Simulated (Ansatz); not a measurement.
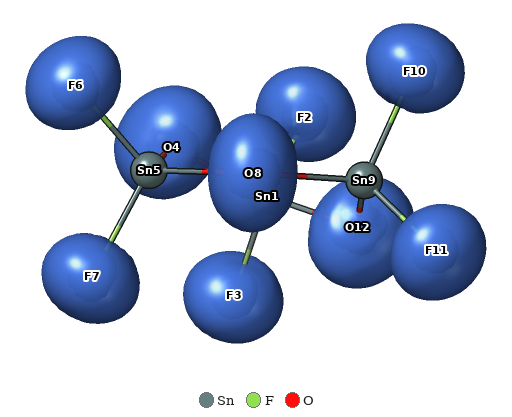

Figure 1: F6O3Sn3. Isosurface of the electron localisation function at 0.75 (blue), seen from one side. Core shells and regions of very low density are left out.

Geometry: PBE-D4/def2-SVP; core potentials replace the inner electrons of Sn.

Computed with Ansatz 0.2.0, RKS PBE0-D4/def2-TZVP.

Input file:

```
crystal:
  periodic: [false, false, false]
  atoms:
    - {symbol: Sn, position_ang: [-0.443413, -1.931771, -0.292089]}
    - {symbol: F, position_ang: [-2.010698, -2.677070, -1.141029]}
    - {symbol: F, position_ang: [0.648597, -3.423328, 0.271712]}
    - {symbol: O, position_ang: [-1.040106, -0.830596, 1.255538]}
    - {symbol: Sn, position_ang: [-0.082006, 0.812266, 1.844957]}
    - {symbol: F, position_ang: [-1.265925, 1.847365, 2.963141]}
    - {symbol: F, position_ang: [1.459921, 0.341556, 2.916318]}
    - {symbol: O, position_ang: [0.514693, 1.905419, 0.293172]}
    - {symbol: Sn, position_ang: [0.543764, 1.166387, -1.554140]}
    - {symbol: F, position_ang: [-1.031269, 1.766527, -2.506813]}
    - {symbol: F, position_ang: [2.085593, 1.846320, -2.493592]}
    - {symbol: O, position_ang: [0.620849, -0.823065, -1.557165]}
basis:
  gaussian: {orbitals: def2-TZVP, initial_orbitals: start.molden}
hamiltonian: {xc: pbe0, dispersion: d4}
scf: {omitted_lower_state_checks: [starts]}
output: {orbitals: {seedname: orbitals}}
```

Command:

```sh
ansatz run in.yaml --threads 4 --pin off --events-out ev --progress --plain --max-ram 6963MiB
```

Identify the bonds, lone pairs and shells in this picture.

At this value the surface marks out six regions wrapped around F (the valence shell of each) and three regions wrapped around O (the valence shell of each). Along the contacts the grid gives the following. Sn–F (1.93 Å): the ELF peaks at about 0.80 in the valence shell of F, 0.6 Å from its nucleus, and drops to about 0.15 between the two atoms. Sn–O (1.99 Å): the ELF peaks at about 0.80 in the valence shell of O, 0.6 Å from its nucleus, and drops to about 0.15 between the two atoms.
